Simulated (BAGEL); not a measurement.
# C2H3FO2 (SMILES O=COCF) at HF/STO-3G (density fitting with qzvpp-jkfit)

What is the vertical ionisation energy of C2H3FO2 at HF/STO-3G (density fitting with qzvpp-jkfit)? 

The calculation is run with BAGEL 1.2.2.

1 further run of the same task is left out (set aside as unsound or not needed).

### Step 1. The system as given

C2H3FO2 has 8 atoms, charge 0, and is taken as a singlet. SMILES: `O=COCF`. Geometry: relaxed at PBE0-D4/def2-TZVP. This is one conformer, not always the lowest.

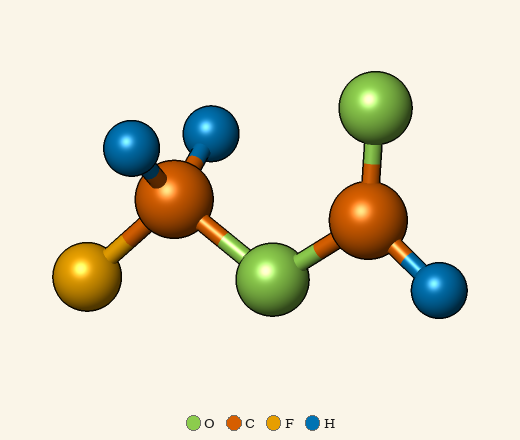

The structure, seen from a chosen angle (oxygen green, carbon orange, fluorine amber, hydrogen blue).

### Step 2. A single-point energy at HF/STO-3G (density fitting with qzvpp-jkfit)

The input, input.json:

```json
{ "bagel": [

{
  "title": "molecule",
  "basis": "sto-3g",
  "df_basis": "qzvpp-jkfit",
  "angstrom": true,
  "geometry": [
    { "atom": "O", "xyz": [       0.561400,      -0.695600,       1.563400 ] },
    { "atom": "C", "xyz": [       0.375700,       0.425200,       1.190700 ] },
    { "atom": "O", "xyz": [      -0.041500,       0.770500,      -0.028000 ] },
    { "atom": "C", "xyz": [      -0.266100,      -0.310100,      -0.912300 ] },
    { "atom": "F", "xyz": [      -0.658800,       0.244800,      -2.077600 ] },
    { "atom": "H", "xyz": [       0.521600,       1.329700,       1.796700 ] },
    { "atom": "H", "xyz": [       0.659900,      -0.869100,      -1.063800 ] },
    { "atom": "H", "xyz": [      -1.060000,      -0.952500,      -0.524700 ] }
  ]
},

{ "title": "hf" },

{ "title": "print", "file": "orbitals.molden", "orbitals": true }

]}
```

The run is started by

```
$ BAGEL_NUM_THREADS=1 BAGEL input.json > input.out
```

Log:

```text
* using 1 threads per process

  ===============================================================
  ===============================================================

  *** Geometry ***

  { "atom" : "O", "xyz" : [      1.060892,     -1.314493,      2.954398 ] },
  { "atom" : "C", "xyz" : [      0.709970,      0.803512,      2.250097 ] },
  { "atom" : "O", "xyz" : [     -0.078424,      1.456034,     -0.052912 ] },
  { "atom" : "C", "xyz" : [     -0.502856,     -0.586004,     -1.723997 ] },
  { "atom" : "F", "xyz" : [     -1.244952,      0.462605,     -3.926095 ] },
  { "atom" : "H", "xyz" : [      0.985681,      2.512769,      3.395271 ] },
  { "atom" : "H", "xyz" : [      1.247030,     -1.642361,     -2.010291 ] },
  { "atom" : "H", "xyz" : [     -2.003110,     -1.799964,     -0.991539 ] },

  Number of auxiliary basis functions:      435

  Since a DF basis is specified, we compute 2- and 3-index integrals:
    o Being stored without compression. Storage requirement is 0.003 GB

  Number of basis functions:       28
  Number of electrons      :       40

    * METHOD: MOLECULE                             0.18

  *** RHF ***

  === Nuclear Repulsion ===
   177.6903050885

      * DIIS with orbital gradients will be used.

  === RHF iteration (sto-3g) ===
      0       -322.03119230          0.03008320           0.02
      1       -322.19660114          0.01600204           0.01
      2       -322.24354657          0.00295060           0.02
      3       -322.24617055          0.00103684           0.01
      4       -322.24679734          0.00029646           0.01
      5       -322.24686130          0.00009072           0.02
      6       -322.24686647          0.00002111           0.02
      7       -322.24686671          0.00000541           0.02
      8       -322.24686672          0.00000095           0.01
      9       -322.24686672          0.00000031           0.02
     10       -322.24686672          0.00000012           0.02
     11       -322.24686672          0.00000005           0.02
     12       -322.24686672          0.00000002           0.01
     13       -322.24686672          0.00000001           0.01
    * SCF iteration converged.

    * Permanent dipole moment:
           (   -0.010198,    -0.017799,    -0.048513) a.u.

    * METHOD: HF                                   0.30

    * METHOD: PRINT                                0.00

  ===============================================================
```

Wall time 0.77 s (1 thread of Intel Xeon 6975P-C (Granite Rapids), shared host); peak memory 0.082 GiB.

### Step 3. The doublet cation, same level

The input, job.json:

```json
{ "bagel" : [

{
  "title" : "molecule",
  "basis" : "sto-3g",
  "df_basis" : "qzvpp-jkfit",
  "angstrom" : "true",
  "geometry" : [
    { "atom" : "O", "xyz" : [       0.561400,      -0.695600,       1.563400 ] },
    { "atom" : "C", "xyz" : [       0.375700,       0.425200,       1.190700 ] },
    { "atom" : "O", "xyz" : [      -0.041500,       0.770500,      -0.028000 ] },
    { "atom" : "C", "xyz" : [      -0.266100,      -0.310100,      -0.912300 ] },
    { "atom" : "F", "xyz" : [      -0.658800,       0.244800,      -2.077600 ] },
    { "atom" : "H", "xyz" : [       0.521600,       1.329700,       1.796700 ] },
    { "atom" : "H", "xyz" : [       0.659900,      -0.869100,      -1.063800 ] },
    { "atom" : "H", "xyz" : [      -1.060000,      -0.952500,      -0.524700 ] }
  ]
},

{ "title" : "uhf", "charge" : 1, "nopen" : 1 },

{ "title" : "print", "file" : "orbitals.molden", "orbitals" : "true" }

]}
```

The run is started by

```
$ BAGEL_NUM_THREADS=1 BAGEL job.json > job.out
```

Log:

```text
* using 1 threads per process

  ===============================================================
  ===============================================================

  *** Geometry ***

  { "atom" : "O", "xyz" : [      1.060892,     -1.314493,      2.954398 ] },
  { "atom" : "C", "xyz" : [      0.709970,      0.803512,      2.250097 ] },
  { "atom" : "O", "xyz" : [     -0.078424,      1.456034,     -0.052912 ] },
  { "atom" : "C", "xyz" : [     -0.502856,     -0.586004,     -1.723997 ] },
  { "atom" : "F", "xyz" : [     -1.244952,      0.462605,     -3.926095 ] },
  { "atom" : "H", "xyz" : [      0.985681,      2.512769,      3.395271 ] },
  { "atom" : "H", "xyz" : [      1.247030,     -1.642361,     -2.010291 ] },
  { "atom" : "H", "xyz" : [     -2.003110,     -1.799964,     -0.991539 ] },

  Number of auxiliary basis functions:      435

  Since a DF basis is specified, we compute 2- and 3-index integrals:
    o Being stored without compression. Storage requirement is 0.003 GB

  Number of basis functions:       28
  Number of electrons      :       40

    * METHOD: MOLECULE                             0.19

  *** Open-shell HF ***

  === Nuclear Repulsion ===
   177.6903050885

      * DIIS with orbital gradients will be used.

  === UHF iteration (sto-3g) ===
      0       -321.62216666          0.06653823           0.03
      1       -321.81901390          0.04454540           0.03
      2       -321.89360272          0.02972181           0.03
      3       -321.94408376          0.00581859           0.03
      4       -321.95726918          0.00345288           0.03
      5       -321.96655313          0.00130528           0.03
      6       -321.96879935          0.00100131           0.03
      7       -321.97046012          0.00064150           0.03
      8       -321.97169795          0.00034429           0.03
      9       -321.97195533          0.00008177           0.03
[... 19 lines of this table left out ...]
     29       -321.97195842          0.00000006           0.03
     30       -321.97195842          0.00000002           0.03
     31       -321.97195842          0.00000001           0.03
     32       -321.97195842          0.00000001           0.03
    * SCF iteration converged.

    * S^2 (UHF) is 1.0350

    * Permanent dipole moment:
           (   -0.221651,    -0.105499,    -0.740389) a.u.

    * METHOD: UHF                                  1.12

    * METHOD: PRINT                                0.00

  ===============================================================
```

Wall time 1.6 s (1 thread of Intel Xeon 6975P-C (Granite Rapids), shared host); peak memory 0.082 GiB.

### Step 4. Summary of results

At HF/STO-3G (density fitting with qzvpp-jkfit):

| quantity | value |
| --- | --- |
| singlet C2H3FO2: total energy | -322.24687 Eh |
| singlet C2H3FO2: dipole moment | 0.13 D |
| singlet C2H3FO2: HOMO energy | -9.76 eV |
| singlet C2H3FO2: LUMO energy | 8.22 eV |
| singlet C2H3FO2: HOMO–LUMO gap | 17.98 eV |
| doublet cation: total energy | -321.97196 Eh |
| doublet cation: ⟨S²⟩ | 1.035 |
| vertical ionisation energy (to the doublet cation) | 7.481 eV |

In words: The vertical ionisation energy comes to 7.48 eV (173 kcal/mol). −ε(HOMO) before ionisation, 9.76 eV, is 2.28 eV above this ionisation energy. In a minimal basis such a difference can be off by several eV, whatever the method. ⟨S²⟩ (doublet cation) is 1.03 where a pure doublet has 0.75: the reference is spin-contaminated.
